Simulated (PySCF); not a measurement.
# H3P, SMILES `P`: electronic structure

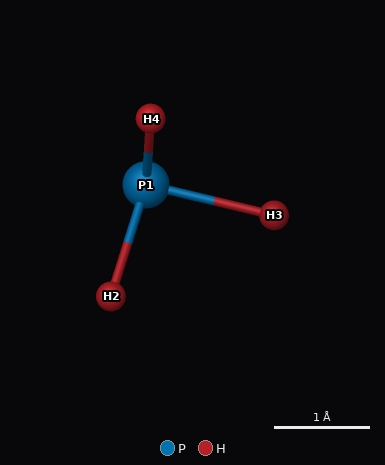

The molecule, with its atoms numbered as below. No frequency check shows the geometry to be a minimum.

Geometry (Å), atoms numbered from 1:

```
P1      -0.0000    0.0000    0.1280
H2      -1.0996    0.3515   -0.6405
H3       0.8545    0.7766   -0.6401
H4       0.2456   -1.1281   -0.6402
```

### 1. Excited states

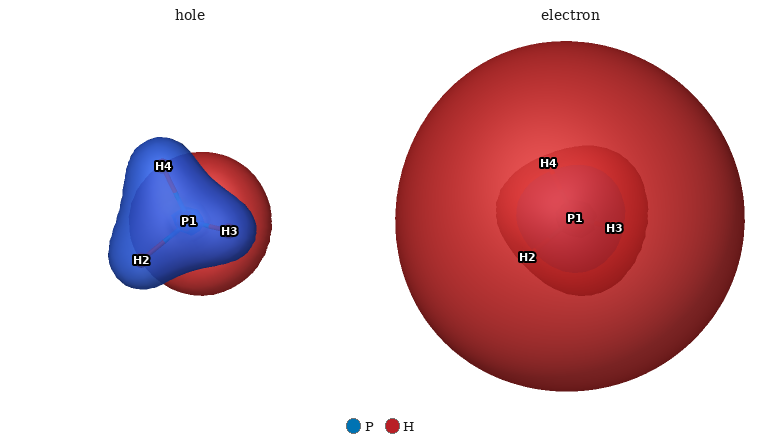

Leading natural transition orbital pair of S₁ (TDA singlet states); the surfaces enclose about 85 % of each orbital's density.

Level of theory: CAM-B3LYP/6-31+G* (PySCF), at a geometry from GFN2-xTB.

Give its energy and the atoms that hole and electron lie on.

Answer. 6.79 eV (183 nm), f = 0.179 (bright), diffuse (Rydberg-like) orbital; the leading pair carries 100 %; hole on P1 (82 %) and H2, H3 and H4 (6 % each), electron on P1 (67 %) and H2, H3 and H4 (11 % each) (atom shares of so diffuse an orbital are rough); their centroids lie 0.7 Å apart. In canonical orbitals it is mainly HOMO → LUMO (98 %). The HOMO–LUMO gap is 9.90 eV.

### 2. Removing or adding an electron

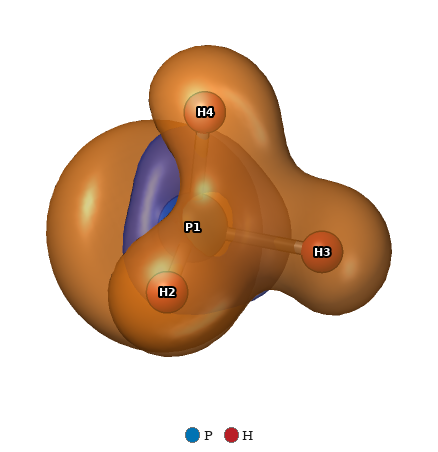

Fukui function f⁻ = ρ(N) − ρ(N−1) at fixed geometry, surfaces at ±0.03 e/Å³ (orange positive, blue negative).

Method: B3LYP/def2-SVP; geometry: GFN2-xTB; program: PySCF.

Which atoms respond most to the removal of an electron?

Answer. f⁻ (Hirshfeld-condensed) is largest on P1 (0.63); the vertical ionisation energy is 10.62 eV. Condensed values hint at sites of electrophilic attack but needn't mark the atom that reacts. Orbital relaxation makes it negative in places (0.10 e in all).

| atom | f⁻ | charge |
| --- | --- | --- |
| P1 | +0.63 | +0.06 |
| H2 | +0.12 | −0.02 |
| H3 | +0.12 | −0.02 |
| H4 | +0.12 | −0.02 |

### 3. Stretching a bond

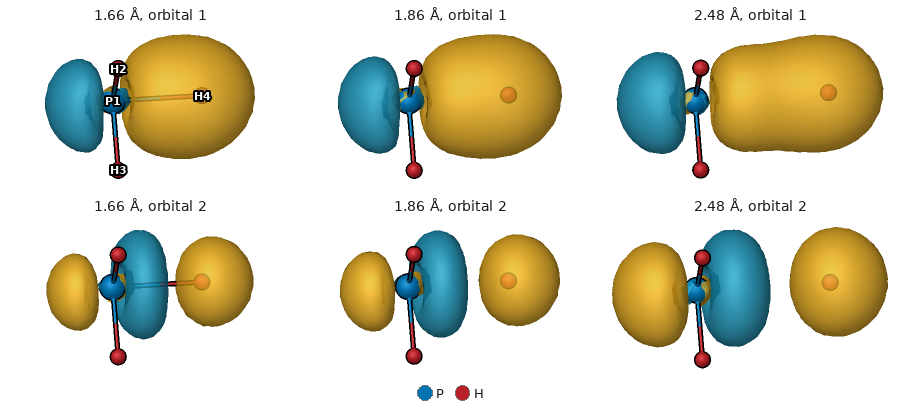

Rigid stretch of the P1–H4 bond. The two CASSCF(2,2) natural orbitals nearest half filling (orbital 1 the more occupied).

Method: def2-SVPD basis; geometry: GFN2-xTB; program: PySCF.

How do the occupations change along the stretch?

Answer. 1.66 Å: 1.96 and 0.04; 1.86 Å: 1.93 and 0.07; 2.48 Å: 1.71 and 0.29. At the longest distance computed (3.86 Å) they are 1.14 and 0.86, and the effective number of unpaired electrons is 1.9.

Where does the UHF solution part from RHF?

Answer. Between 1.86 Å (⟨S²⟩ = 0, the two coincide) and 2.14 Å (⟨S²⟩ = 0.49); at 3.86 Å ⟨S²⟩ is 1.01 and UHF lies 3.9 eV below RHF.

How much energy does the stretch cost?

Answer. By CASSCF, 3.2 eV from the lowest point of the scan (1.38 Å) to 3.86 Å; RHF gives 6.7 eV from its own lowest point. The fragments aren't relaxed and dynamic correlation is missing, so this isn't a bond dissociation energy.

The PySCF runs shown took 5.6 s, 8.9 s and 20 s on 1 thread of Arm Neoverse V2, on a shared host.
